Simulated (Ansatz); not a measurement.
AlNH5OF: several calculations on one system

**1. Relaxation**

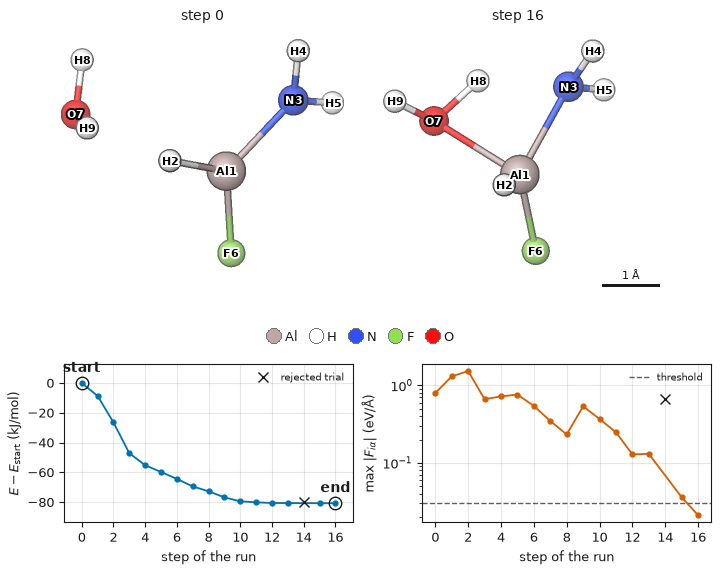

First and last geometry of a relaxation of AlNH₅OF, with the history of the run. A ball-and-stick model, seen face on.

The run prepares an end point of a later path (reaction) calculation, from a guessed geometry.

All numbers below come from RKS PBE/def2-SVP (Ansatz). (no spin polarisation; force threshold 0.03 eV/Å; at most 50 steps)

> What do the curves and the structures tell?

It converged. The energy falls by 80.7 kJ/mol in 15 accepted moves (16 points after the start). Largest force component: 0.8 eV/Å at the start, 0.021 eV/Å at the end. The line search rejected the trial step at point 14 of the run. The largest move after the best rigid fit is that of H8, 1.49 Å. By element the largest moves are H 1.49 Å, O 0.78 Å, N 0.76 Å, Al 0.40 Å, F 0.19 Å. Some distances before and after: Al1–H8 3.329 → 2.045 Å, Al1–O7 2.965 → 1.975 Å, Al1–N3 1.777 → 1.884 Å, O7–H8 0.980 → 1.065 Å. New bonds form, among them: Al1–O7 (2.96 → 1.98 Å). Among the angles between lasting bonds that change: H8–O7–H9 102.0° → 110.0°, Al1–N3–H5 125.3° → 118.9°, Al1–N3–H4 124.7° → 120.2°. Cost: 27 s on 2 threads of Arm Neoverse V1 (shared host), peak memory 0.14 GiB.

**2. Relaxation**

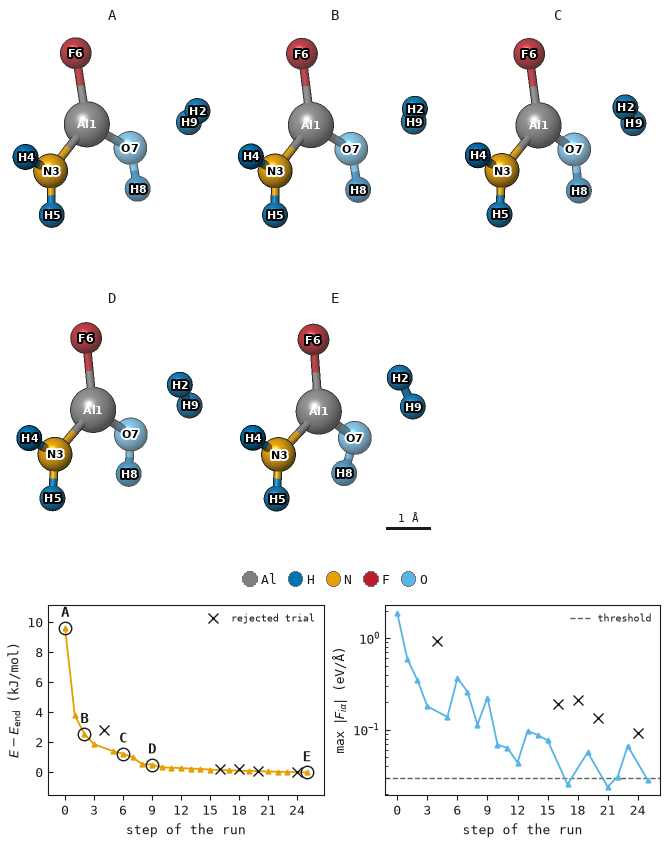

Frames of a relaxation of AlNH$_{5}$OF, marked on the history of the run. Style: ball-and-stick. Shown at a tilt.

The run prepares an end point of a later path (reaction) calculation, from a guessed geometry.

Theory: RKS PBE/def2-SVP (Ansatz).

Input
```yaml
crystal:
  periodic: [false, false, false]
  atoms:
    - { symbol: Al, position_ang: [0.078948, 0.60671, -0.290665] }
    - { symbol: H, position_ang: [-0.03945, -0.28225, 2.318128] }
    - { symbol: "N", position_ang: [1.634294, 0.064802, -0.942096] }
    - { symbol: H, position_ang: [1.757499, -0.7963, -1.476751] }
    - { symbol: H, position_ang: [2.522109, 0.554612, -0.839421] }
    - { symbol: F, position_ang: [-1.296909, -0.270728, -0.661285] }
    - { symbol: O, position_ang: [-0.140544, 2.079663, 0.638412] }
    - { symbol: H, position_ang: [0.635614, 2.608886, 0.871936] }
    - { symbol: H, position_ang: [-0.076761, 0.402605, 2.084443] }
basis:
  gaussian: { orbitals: def2-SVP }
hamiltonian:
  xc: pbe
relax:
  f_tol: 0.03
  max_steps: 50
```

Command:
```bash
ansatz run input.yaml --threads 2 --pin off --max-ram 3072MiB --backend cpu --events-out ev --progress --plain --runs-dir out
```

What happens along the run?

Answer. The largest move after the best rigid fit is that of H2, 0.61 Å. Largest moves by element: H 0.61 Å, F 0.35 Å, Al 0.23 Å, O 0.17 Å, N 0.11 Å. Some distances before and after: Al1–H2 2.759 → 2.260 Å, Al1–H9 2.389 → 2.305 Å, H2–H9 0.725 → 0.775 Å, Al1–O7 1.755 → 1.716 Å. Among the angles between lasting bonds that change: Al1–O7–H8 119.1° → 123.4°, N3–Al1–F6 118.7° → 116.6°. Groups turn about Al1–O7 by about 30°. After 20 accepted moves (25 points after the start) the energy has fallen by 9.63 kJ/mol. Largest force component: 1.9 eV/Å at the start, 0.028 eV/Å at the end. The line search rejected the trial steps at points 4, 16, 18, 20, 24 of the run. The forces were under the threshold at step 17, but the run went on from there. The run took 40 s on 2 threads of Arm Neoverse V1 (shared host), peak memory 0.14 GiB. From step 0 to 2: H2 moves most (0.17 Å), energy −7.08 kJ/mol. From step 2 to 6: H2 moves most (0.29 Å), energy −1.30 kJ/mol. From step 6 to 9: H8 moves most (0.15 Å), energy −0.72 kJ/mol. From step 9 to 25: H9 moves most (0.24 Å), energy −0.52 kJ/mol.

```tsv
step	E − E(0), kJ/mol	largest force component, eV/Å	note
0	0.00	1.8622	
1	-5.82	0.5914	
2	-7.08	0.3498	
3	-7.76	0.1800	
4	-6.78	0.9218	rejected
5	-8.23	0.1378	
6	-8.39	0.3653	
7	-8.63	0.2611	
8	-9.10	0.1134	
9	-9.11	0.2246	
10	-9.30	0.0689	
11	-9.33	0.0629	
12	-9.35	0.0437	
13	-9.38	0.0967	
14	-9.40	0.0877	
15	-9.45	0.0764	
16	-9.42	0.1927	rejected
17	-9.50	0.0252	
18	-9.41	0.2130	rejected
19	-9.54	0.0566	
20	-9.54	0.1342	rejected
21	-9.57	0.0238	
22	-9.59	0.0307	
23	-9.61	0.0664	
24	-9.61	0.0913	rejected
25	-9.63	0.0281
```

Limits of the set-up: the start holds two separate molecules, 2.2 Å apart at their closest, whose relative position is a soft coordinate and is computed without a dispersion correction.

**3. Path**

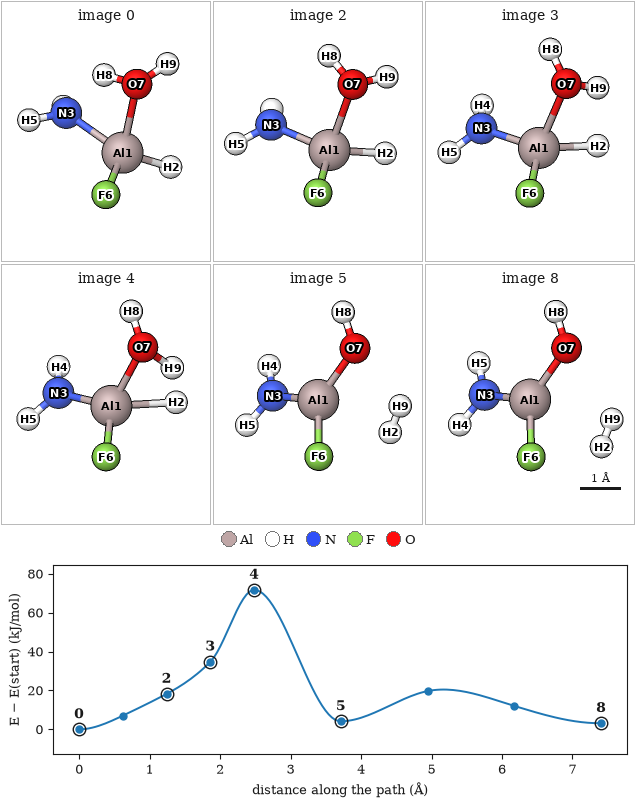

A search for the minimum-energy path of AlNH₅OF by the nudged elastic band. Images are numbered from 0 (start) to 8 (end). A ball-and-stick model, seen at a tilt.

Method: RKS PBE/def2-SVP in Ansatz. Run with 7 movable images; climbing image; force threshold 0.05 eV/Å; iteration limit 60; starting path through a guess of the saddle point.

> Describe the mechanism and the energy profile.

The path has more than one stage, and so few images may leave a stage unresolved. Breaking: Al1–H2 (1.60 → 1.78 at the top → 2.26 Å), O7–H9 (0.98 → 1.24 at the top → 2.60 Å). Forming: H2–H9 (3.04 → 1.09 at the top → 0.78 Å). The energy climbs by 71.8 kJ/mol to image 4 and then falls by 68.6 kJ/mol, so the end point sits at +3.2 kJ/mol. The profile has 2 maxima (images 4, 6) with a dip at image 5 (+4.1 kJ/mol), so the process runs in steps. The band converged in 28 iterations. The largest component of the band force went from 41 to 0.041 eV/Å. The climbing image converged on the top of the path. Its vibrational analysis gives one imaginary mode (991i cm⁻¹), as a transition state must have.

The run took 4 min on 2 threads of Arm Neoverse V1, with other jobs on the host, peak memory 0.12 GiB.
